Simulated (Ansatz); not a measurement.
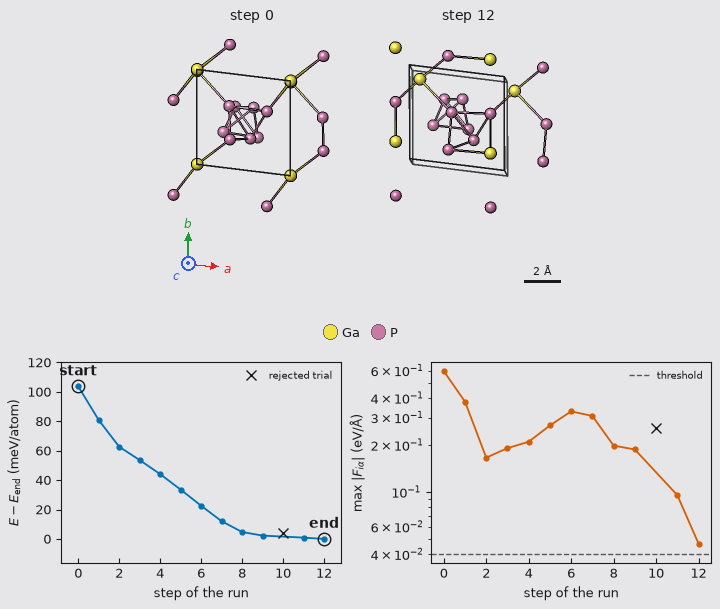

First and last geometry of a relaxation of a crystal of GaP$_{4}$ (a generated structure, set up in P1) (coarse preliminary run), with the history of the run. A ball-and-stick model of the cell of the calculation, seen along the c axis.

Level of theory: DFT PBE, scalar-relativistic, plane waves, PAW (Ansatz 0.2.0).

The input:
```yaml
crystal:
  lattice:
    - [5.2417294356, 0.0, 0.0]
    - [-0.6366258275, 5.2548374534, 0.0]
    - [-0.1357945127, -0.8051719634, 9.8797674607]
  atoms:
    - { symbol: Ga, position: [0.0053669751, 0.0007612853, 0.9499599235] }
    - { symbol: Ga, position: [0.0070436053, 0.9880677999, 0.6447827993] }
    - { symbol: P, position: [0.284924103, 0.3753330821, 0.2868616721] }
    - { symbol: P, position: [0.3559533726, 0.3039256024, 0.8220574358] }
    - { symbol: P, position: [0.6093136477, 0.6706413662, 0.3430383127] }
    - { symbol: P, position: [0.7516730197, 0.647092032, 0.7891343539] }
    - { symbol: P, position: [0.4110148951, 0.657757835, 0.1425029175] }
    - { symbol: P, position: [0.3475596435, 0.6560844974, 0.7105284625] }
    - { symbol: P, position: [0.653685889, 0.36096096, 0.1837435808] }
    - { symbol: P, position: [0.5734648492, 0.3393755397, 0.6273905419] }
basis:
  ecutwfc: 420
kpoints:
  mp_grid: { grid: [4, 4, 2] }
hamiltonian:
  xc: pbe
scf:
  occupations: { method: gaussian, width: 0.1 }
  lower_state_search: "off"
output:
  forces: true
  stress: true
  eigenvalues: true
relax:
  adjacent_minimum: "off"
  f_tol: 0.04
  max_steps: 70
  cell: { stress_tol: 0.4 }
```

Launched with:
```bash
ansatz run input.yaml --threads 1 --pin off --max-ram 2560MiB --backend cpu --events-out ev --progress --plain --runs-dir out
```

Q: What do the curves and the structures tell?

A: The run was cut off at its time limit before the relaxation converged, so the last structure is only a point on the way. After 11 accepted moves (12 points after the start) the energy has fallen by 104 meV per atom. Largest force component: 0.59 eV/Å at the start, 0.047 eV/Å at the end. The pressure goes from 0.19 to −0.04 GPa. The line search rejected the trial step at point 10 of the run. Ga1 moves most relative to the cell: 1.27 Å along [−1 1 0]. By element the largest moves are Ga 1.27 Å, P 0.84 Å. The drawn cell changes as follows: a 5.242 → 5.321 Å (+1.5 %), b 5.293 → 5.228 Å (−1.2 %), c 9.913 → 9.898 Å (−0.2 %), α 94.5° → 90.9°, β 90.8° → 93.1°, γ 96.9° → 97.2°; the volume changes by +0.2 %. Among the contacts that change: Ga1–P6 4.232 → 2.655 Å, Ga1–P4 4.158 → 2.655 Å, Ga1–P6 (another image) 2.586 → 3.251 Å, Ga1–P4 (another image) 2.690 → 3.286 Å. New bonds form, among them: Ga1–P4 (4.16 → 2.66 Å), Ga1–P6 (4.23 → 2.66 Å). Bond angles that change, for instance: P4–P8–P6 71.5° → 87.8°, Ga2–P8–P10 144.6° → 129.6°, P4–P10–P6 70.4° → 84.9°. The space group stays P1 (No. 1). Cost: 9 min on 1 thread of Intel(R) Xeon(R) Processor @ 2.50GHz (Skylake/Cascade Lake), with other jobs on the host, peak memory 0.54 GiB.

| step | E − E(0), meV/atom | largest force component, eV/Å | pressure, GPa | volume, Å³/atom | note |
| --- | --- | --- | --- | --- | --- |
| 0 | 0.00 | 0.5950 | 0.19 | 27.213 |  |
| 1 | -22.89 | 0.3789 | -0.13 | 27.621 |  |
| 2 | -41.09 | 0.1661 | -0.25 | 27.665 |  |
| 3 | -50.13 | 0.1911 | -0.26 | 27.388 |  |
| 4 | -59.68 | 0.2099 | -0.17 | 27.201 |  |
| 5 | -70.20 | 0.2671 | -0.10 | 26.949 |  |
| 6 | -81.18 | 0.3286 | 0.15 | 26.755 |  |
| 7 | -91.68 | 0.3072 | 0.34 | 26.631 |  |
| 8 | -99.04 | 0.1984 | 0.49 | 26.682 |  |
| 9 | -101.48 | 0.1874 | -0.08 | 27.320 |  |
| 10 | -99.47 | 0.2571 | -0.18 | 27.249 | rejected |
| 11 | -102.86 | 0.0956 | -0.14 | 27.336 |  |
| 12 | -103.75 | 0.0468 | -0.04 | 27.271 |  |

Limits of the set-up: layers or molecules are held without a dispersion correction, so their spacing is unreliable.
